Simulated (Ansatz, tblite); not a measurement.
# C₂₁H₁₈N₂S₃: charged states by level of theory

What does removing or adding an electron cost or gain for C₂₁H₁₈N₂S₃? Each charged state is run at several levels.

Computed with Ansatz 0.2.0, Gaussian basis. Level: as each input shows.

The runs, in order: charge +1 doublet, at the geometry of the singlet (PBE0-D4/def2-TZVP, PBE-D4/def2-TZVP, PBE-QIDH/def2-TZVP); charge -1 doublet, at the geometry of the singlet (PBE0-D4/def2-TZVP, PBE-D4/def2-TZVP, PBE-QIDH/def2-TZVP); the starting singlet's energies come from earlier runs.

**1. The geometry**

The singlet was relaxed beforehand with PBE-D4/def2-SVP.

SMILES `CN(C)c1ccc(/C=C/c2ccc(/C=C/c3ccc(/C=C/C#N)s3)s2)s1`, 44 atoms, charge 0, spin multiplicity 1.

Atoms are counted from 1 here; the program's logs count them from 0.

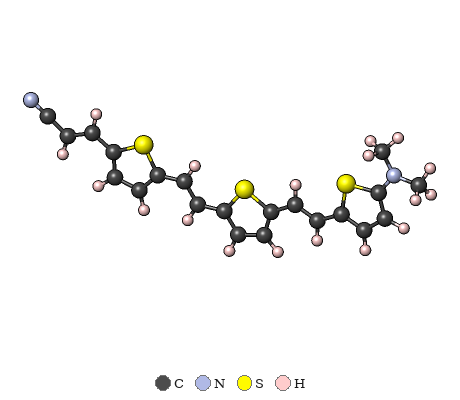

The structure; carbon dark grey, nitrogen light blue, sulfur yellow, hydrogen pink.

**2. Charge +1 doublet at the fixed geometry, PBE0-D4/def2-TZVP**

Contents of in.yaml:

```yaml
crystal:
  periodic: [false, false, false]
  atoms:
    - {symbol: C, position_ang: [-8.865914, -1.554072, -0.454010]}
    - {symbol: N, position_ang: [-7.438328, -1.801202, -0.509079]}
    - {symbol: C, position_ang: [-6.925651, -3.087258, -0.078919]}
    - {symbol: C, position_ang: [-6.597672, -0.720496, -0.562452]}
    - {symbol: C, position_ang: [-6.922719, 0.630628, -0.752732]}
    - {symbol: C, position_ang: [-5.779640, 1.461748, -0.788927]}
    - {symbol: C, position_ang: [-4.564610, 0.794517, -0.609533]}
    - {symbol: C, position_ang: [-3.251388, 1.353676, -0.577094]}
    - {symbol: C, position_ang: [-2.069886, 0.674826, -0.385004]}
    - {symbol: C, position_ang: [-0.766152, 1.272800, -0.344414]}
    - {symbol: C, position_ang: [-0.367904, 2.612795, -0.494361]}
    - {symbol: C, position_ang: [1.021762, 2.801097, -0.381618]}
    - {symbol: C, position_ang: [1.743610, 1.619709, -0.140986]}
    - {symbol: C, position_ang: [3.157437, 1.487981, 0.023821]}
    - {symbol: C, position_ang: [3.844171, 0.321000, 0.267060]}
    - {symbol: C, position_ang: [5.265613, 0.208993, 0.430389]}
    - {symbol: C, position_ang: [6.272981, 1.192873, 0.384032]}
    - {symbol: C, position_ang: [7.566405, 0.686490, 0.594693]}
    - {symbol: C, position_ang: [7.603992, -0.701215, 0.810368]}
    - {symbol: C, position_ang: [8.714502, -1.576603, 1.058381]}
    - {symbol: C, position_ang: [10.032763, -1.202007, 1.136532]}
    - {symbol: C, position_ang: [11.078822, -2.127391, 1.385355]}
    - {symbol: N, position_ang: [11.959242, -2.882699, 1.590977]}
    - {symbol: S, position_ang: [5.980158, -1.354608, 0.742503]}
    - {symbol: S, position_ang: [0.637254, 0.258457, -0.061502]}
    - {symbol: S, position_ang: [-4.860147, -0.934462, -0.387594]}
    - {symbol: H, position_ang: [-9.407881, -2.511779, -0.564841]}
    - {symbol: H, position_ang: [-9.183346, -1.076357, 0.503451]}
    - {symbol: H, position_ang: [-9.178141, -0.889357, -1.285680]}
    - {symbol: H, position_ang: [-7.664811, -3.877455, -0.310656]}
    - {symbol: H, position_ang: [-5.990736, -3.328780, -0.627765]}
    - {symbol: H, position_ang: [-6.698577, -3.123383, 1.013832]}
    - {symbol: H, position_ang: [-7.949780, 0.998748, -0.860461]}
    - {symbol: H, position_ang: [-5.823763, 2.550575, -0.935278]}
    - {symbol: H, position_ang: [-3.223232, 2.447640, -0.719259]}
    - {symbol: H, position_ang: [-2.111596, -0.419235, -0.243535]}
    - {symbol: H, position_ang: [-1.080873, 3.426994, -0.681716]}
    - {symbol: H, position_ang: [1.520216, 3.777233, -0.469448]}
    - {symbol: H, position_ang: [3.717865, 2.435030, -0.056398]}
    - {symbol: H, position_ang: [3.266534, -0.616205, 0.346928]}
    - {symbol: H, position_ang: [6.057334, 2.253952, 0.199370]}
    - {symbol: H, position_ang: [8.470891, 1.310599, 0.592441]}
    - {symbol: H, position_ang: [8.479191, -2.645082, 1.197286]}
    - {symbol: H, position_ang: [10.331995, -0.148709, 1.005826]}
basis:
  gaussian: {orbitals: def2-TZVP, fitting: {mean_field: def2-universal-jkfit}}
total_charge: 1
magnetization: {spin_polarized: true, initial_magnetization: 1}
hamiltonian: {xc: pbe0, dispersion: d4}
scf: {omitted_lower_state_checks: [starts]}
output: {orbitals: {seedname: orbitals}}
```

Launch:

```
> ansatz run in.yaml --threads 2 --pin off --events-out ev --progress --plain --max-ram 32768MiB --backend cuda --devices 0, --max-vram 18GiB
```

The log of the run:

```text
Functional definition: PBE0
  name "PBE0"
  cite "Adamo & Barone, J. Chem. Phys. 110, 6158 (1999) doi:10.1063/1.478522"
  cite "Perdew, Burke & Ernzerhof, Phys. Rev. Lett. 77, 3865 (1996) doi:10.1103/PhysRevLett.77.3865"
  parent pbe
  parameter a = 0.25
  parameter kappa = 0.804
  parameter beta = 0.06672455060314922
  exchange = (1 - a)*pbe_x(kappa = kappa, mu = beta*pi^2/3) + a*exact_x
  correlation = pbe_c(beta = beta)
these checks for a lower state are left out or cut short: starts
2437 factors; integrals over basis functions are off by at most 4.1e-1 eV
mean field evaluation 1: about -57469.5001 eV, gradient 9.7e1 eV
mean field evaluation 2: about -57361.7525 eV, gradient 1.6e2 eV
mean field evaluation 4: about -57506.3197 eV, gradient 3.6e1 eV
mean field evaluation 8: about -57516.9250 eV, gradient 1.2e0 eV
mean field evaluation 16: about -57516.9441 eV, gradient 6.1e-2 eV
mean field evaluation 32: about -57516.9442 eV, gradient 2.2e-4 eV
mean field -57516.94424410 eV, -2113.7087145856 hartree, gradient 4.3e-5 eV, S^2 0.814327; 0 other end points of the search recorded, 0 dependent functions left out
reference -57516.94431767 eV, -2113.7087172893 hartree; 103, 102 occupied and 829, 830 virtual orbitals, 2437 factors
Total energy: -57518.34372545 eV, -2113.7601445768 hartree
Checks for a lower state left out: starts
```

It took 26 s on 1 × H100 (card shared with other runs) with 2 threads of AMD EPYC 7R13, shared host; peak host memory 1.6 GiB.

From the report: HOMO -8.25 eV, LUMO -6.90 eV (over both spins); ⟨S²⟩ 0.814 (pure: 0.75).

**3. Charge +1 doublet at the fixed geometry, PBE-D4/def2-TZVP**

start.molden holds the orbitals of an earlier run on this state, given as this run's starting guess.

Edit in.yaml of step 2 so:

```diff
@@ -48,6 +48,6 @@
 basis:
-  gaussian: {orbitals: def2-TZVP, fitting: {mean_field: def2-universal-jkfit}}
+  gaussian: {orbitals: def2-TZVP, fitting: {mean_field: def2-universal-jkfit}, initial_orbitals: start.molden}
 total_charge: 1
 magnetization: {spin_polarized: true, initial_magnetization: 1}
-hamiltonian: {xc: pbe0, dispersion: d4}
+hamiltonian: {xc: pbe, dispersion: d4}
 scf: {omitted_lower_state_checks: [starts]}
```

Launched as before.

The log of the run:

```text
Functional definition: PBE
  name "PBE"
  cite "Perdew, Burke & Ernzerhof, Phys. Rev. Lett. 77, 3865 (1996) doi:10.1103/PhysRevLett.77.3865"
  parent pbe
  parameter kappa = 0.804
  parameter beta = 0.06672455060314922
  exchange = pbe_x(kappa = kappa, mu = beta*pi^2/3)
  correlation = pbe_c(beta = beta)
these checks for a lower state are left out or cut short: starts
2437 factors; integrals over basis functions are off by at most 4.1e-1 eV
mean field evaluation 1: about -57512.6982 eV, gradient 1.6e1 eV
mean field evaluation 2: about -57513.2280 eV, gradient 6.4e-1 eV
mean field evaluation 4: about -57513.2406 eV, gradient 8.2e-2 eV
mean field evaluation 8: about -57513.2406 eV, gradient 1.5e-5 eV
mean field -57513.24063757 eV, -2113.5726095559 hartree, gradient 1.5e-5 eV, S^2 0.754892; 0 other end points of the search recorded, 0 dependent functions left out
reference -57513.24073637 eV, -2113.5726131867 hartree; 103, 102 occupied and 829, 830 virtual orbitals, 2437 factors
Total energy: -57514.87242143 eV, -2113.6325765068 hartree
Checks for a lower state left out: starts
```

Run time: 17 s. Hardware: 1 × H100 (card shared with other runs) with 2 threads of AMD EPYC 7R13, shared host; peak host memory 1.3 GiB.

HOMO -7.46 eV, LUMO -7.23 eV (over both spins); ⟨S²⟩ 0.755 (pure: 0.75).

**4. Charge +1 doublet at the fixed geometry, PBE-QIDH/def2-TZVP**

Edit in.yaml of step 3 so:

```diff
@@ -51,4 +51,3 @@
 magnetization: {spin_polarized: true, initial_magnetization: 1}
-hamiltonian: {xc: pbe, dispersion: d4}
+hamiltonian: {xc: {name: PBE-QIDH}}
 scf: {omitted_lower_state_checks: [starts]}
-output: {orbitals: {seedname: orbitals}}
```

The command is unchanged.

The log of the run (excerpt; [...] marks lines left out):

```text
Functional definition: PBE-QIDH
  name "PBE-QIDH"
  cite "Brémond, Sancho-García, Pérez-Jiménez & Adamo, J. Chem. Phys. 141, 031101 (2014) doi:10.1063/1.4890314"
  cite "Perdew, Burke & Ernzerhof, Phys. Rev. Lett. 77, 3865 (1996) doi:10.1103/PhysRevLett.77.3865"
[...]
2437 factors; integrals over basis functions are off by at most 4.1e-1 eV
[...]
mean field -57461.86928588 eV, -2111.6847472021 hartree, gradient 5.9e-6 eV, S^2 1.686299; 0 other end points of the search recorded, 0 dependent functions left out
38 core orbitals not correlated: weight in the atoms' cores, before any rotation towards them, 1.000 or more for the frozen orbitals, at most 0.000 for the correlated occupied ones
reference -57461.86931596 eV, -2111.6847483078 hartree; 65, 64 occupied and 829, 830 virtual orbitals, 2437 factors
second order -127.06656273 eV of doubles, -0.00000000 eV of singles
Total energy: -57504.22483688 eV, -2113.2412849916 hartree
Checks for a lower state left out: starts
```

It took 30 s on 1 × H100 (card shared with other runs) with 2 threads of AMD EPYC 7R13, shared host; peak host memory 4.7 GiB.

Report: ⟨S²⟩ 1.686 (pure: 0.75). Doubts: spin contamination.

**5. Vertical ionisation energy**

Charged state less starting state, singlet to doublet; the starting state's energies are those of its earlier runs.

| level | vertical ionisation energy (eV) | time |
| --- | --- | --- |
| PBE-D4/def2-TZVP | +5.84 | 30 s |
| PBE0-D4/def2-TZVP | +5.99 | 40 s |
| PBE-QIDH/def2-TZVP† | +6.75 | 75 s |

Times add the two runs; a level without a time comes out of a correlated run. † marks a level with a doubtful state (flagged, unstable, out of aufbau order, or strongly spin-contaminated); such levels are left out of the summary.

Beside −ε(HOMO) of the starting state:

| level | −ε(HOMO) (eV) | by difference (eV) | mismatch (eV) |
| --- | --- | --- | --- |
| PBE-D4/def2-TZVP | 4.36 | 5.84 | -1.48 |
| PBE0-D4/def2-TZVP | 5.00 | 5.99 | -0.99 |

**6. Charge -1 doublet at the fixed geometry, PBE0-D4/def2-TZVP**

Edit in.yaml of step 4 so:

```diff
@@ -48,6 +48,7 @@
 basis:
-  gaussian: {orbitals: def2-TZVP, fitting: {mean_field: def2-universal-jkfit}, initial_orbitals: start.molden}
-total_charge: 1
+  gaussian: {orbitals: def2-TZVP, fitting: {mean_field: def2-universal-jkfit}}
+total_charge: -1
 magnetization: {spin_polarized: true, initial_magnetization: 1}
-hamiltonian: {xc: {name: PBE-QIDH}}
+hamiltonian: {xc: pbe0, dispersion: d4}
 scf: {omitted_lower_state_checks: [starts]}
+output: {orbitals: {seedname: orbitals}}
```

Same command.

The log of the run (excerpt; [...] marks lines left out):

```text
Functional definition: PBE0
  name "PBE0"
  cite "Adamo & Barone, J. Chem. Phys. 110, 6158 (1999) doi:10.1063/1.478522"
  cite "Perdew, Burke & Ernzerhof, Phys. Rev. Lett. 77, 3865 (1996) doi:10.1103/PhysRevLett.77.3865"
  parent pbe
[...]
2437 factors; integrals over basis functions are off by at most 4.1e-1 eV
[...]
mean field -57524.56692423 eV, -2113.9888429134 hartree, gradient 5.8e-5 eV, S^2 0.810816; 0 other end points of the search recorded, 0 dependent functions left out
reference -57524.56700052 eV, -2113.9888457171 hartree; 104, 103 occupied and 828, 829 virtual orbitals, 2437 factors
Total energy: -57526.04397029 eV, -2114.0431233552 hartree
Checks for a lower state left out: starts
```

Run time: 17 s. Hardware: 1 × H100 (card shared with other runs) with 2 threads of AMD EPYC 7R13, shared host; peak host memory 1.5 GiB.

HOMO -0.72 eV, LUMO 0.58 eV (over both spins); ⟨S²⟩ 0.811 (pure: 0.75).

**7. Charge -1 doublet at the fixed geometry, PBE-D4/def2-TZVP**

Edit in.yaml of step 6 so:

```diff
@@ -48,6 +48,6 @@
 basis:
-  gaussian: {orbitals: def2-TZVP, fitting: {mean_field: def2-universal-jkfit}}
+  gaussian: {orbitals: def2-TZVP, fitting: {mean_field: def2-universal-jkfit}, initial_orbitals: start.molden}
 total_charge: -1
 magnetization: {spin_polarized: true, initial_magnetization: 1}
-hamiltonian: {xc: pbe0, dispersion: d4}
+hamiltonian: {xc: pbe, dispersion: d4}
 scf: {omitted_lower_state_checks: [starts]}
```

Same command.

The log of the run:

```text
Functional definition: PBE
  name "PBE"
  cite "Perdew, Burke & Ernzerhof, Phys. Rev. Lett. 77, 3865 (1996) doi:10.1103/PhysRevLett.77.3865"
  parent pbe
  parameter kappa = 0.804
  parameter beta = 0.06672455060314922
  exchange = pbe_x(kappa = kappa, mu = beta*pi^2/3)
  correlation = pbe_c(beta = beta)
these checks for a lower state are left out or cut short: starts
2437 factors; integrals over basis functions are off by at most 4.1e-1 eV
mean field evaluation 1: about -57520.1911 eV, gradient 1.6e1 eV
mean field evaluation 2: about -57520.7157 eV, gradient 6.2e-1 eV
mean field evaluation 4: about -57520.7269 eV, gradient 6.6e-2 eV
mean field evaluation 8: about -57520.7270 eV, gradient 1.8e-5 eV
mean field -57520.72696753 eV, -2113.8477271078 hartree, gradient 1.8e-5 eV, S^2 0.754368; 0 other end points of the search recorded, 0 dependent functions left out
reference -57520.72707127 eV, -2113.8477309202 hartree; 104, 103 occupied and 828, 829 virtual orbitals, 2437 factors
Total energy: -57522.44898858 eV, -2113.9110102141 hartree
Checks for a lower state left out: starts
```

It took 13 s on 1 × H100 (card shared with other runs) with 2 threads of AMD EPYC 7R13, shared host; peak host memory 1.3 GiB.

From the report: HOMO -0.26 eV, LUMO -0.05 eV (over both spins); ⟨S²⟩ 0.754 (pure: 0.75).

**8. Charge -1 doublet at the fixed geometry, PBE-QIDH/def2-TZVP**

Edit in.yaml of step 7 so:

```diff
@@ -51,4 +51,3 @@
 magnetization: {spin_polarized: true, initial_magnetization: 1}
-hamiltonian: {xc: pbe, dispersion: d4}
+hamiltonian: {xc: {name: PBE-QIDH}}
 scf: {omitted_lower_state_checks: [starts]}
-output: {orbitals: {seedname: orbitals}}
```

The command is unchanged.

The log of the run (excerpt; [...] marks lines left out):

```text
Functional definition: PBE-QIDH
  name "PBE-QIDH"
  cite "Brémond, Sancho-García, Pérez-Jiménez & Adamo, J. Chem. Phys. 141, 031101 (2014) doi:10.1063/1.4890314"
  cite "Perdew, Burke & Ernzerhof, Phys. Rev. Lett. 77, 3865 (1996) doi:10.1103/PhysRevLett.77.3865"
[...]
2437 factors; integrals over basis functions are off by at most 4.1e-1 eV
[...]
mean field -57468.93818132 eV, -2111.9445243181 hartree, gradient 2.7e-6 eV, S^2 1.458787; 0 other end points of the search recorded, 0 dependent functions left out
38 core orbitals not correlated: weight in the atoms' cores, before any rotation towards them, 1.000 or more for the frozen orbitals, at most 0.000 for the correlated occupied ones
reference -57468.93821153 eV, -2111.9445254282 hartree; 66, 65 occupied and 828, 829 virtual orbitals, 2437 factors
second order -129.49737367 eV of doubles, -0.00000000 eV of singles
Total energy: -57512.10400275 eV, -2113.5308389968 hartree
Checks for a lower state left out: starts
```

Wall time 35 s (1 × H100 (card shared with other runs) with 2 threads of AMD EPYC 7R13, shared host); peak host memory 4.7 GiB.

From the report: ⟨S²⟩ 1.459 (pure: 0.75). Doubts: spin contamination.

**9. Vertical electron affinity**

Starting state less charged state (positive: the electron is bound), singlet to doublet; the starting state's energies are those of its earlier runs.

| level | vertical electron affinity (eV) | time |
| --- | --- | --- |
| PBE-D4/def2-TZVP | +1.73 | 26 s |
| PBE0-D4/def2-TZVP | +1.71 | 30 s |
| PBE-QIDH/def2-TZVP† | +1.13 | 79 s |

Times add the two runs; a level without a time comes out of a correlated run. † marks a level with a doubtful state (flagged, unstable, out of aufbau order, or strongly spin-contaminated); such levels are left out of the summary.

Beside −ε(LUMO) of the starting state:

| level | −ε(LUMO) (eV) | by difference (eV) | mismatch (eV) |
| --- | --- | --- | --- |
| PBE-D4/def2-TZVP | 3.12 | 1.73 | +1.39 |
| PBE0-D4/def2-TZVP | 2.63 | 1.71 | +0.92 |

**10. Summary of results**

```
                                            quantity                               value
vertical ionisation energy, functionals in def2-TZVP  5.84 (PBE-D4) to 5.99 eV (PBE0-D4)
vertical electron affinity, functionals in def2-TZVP  1.71 (PBE0-D4) to 1.73 eV (PBE-D4)
```

The vertical ionisation energy spans 5.84 to 5.99 eV over the functionals. −ε(HOMO) misses the level's own difference by -0.99 eV at best (PBE0-D4) and -1.48 eV at worst (PBE-D4). The vertical electron affinity spans 1.71 to 1.73 eV over the functionals. −ε(LUMO) misses the level's own difference by +0.92 eV at best (PBE0-D4) and +1.39 eV at worst (PBE-D4).
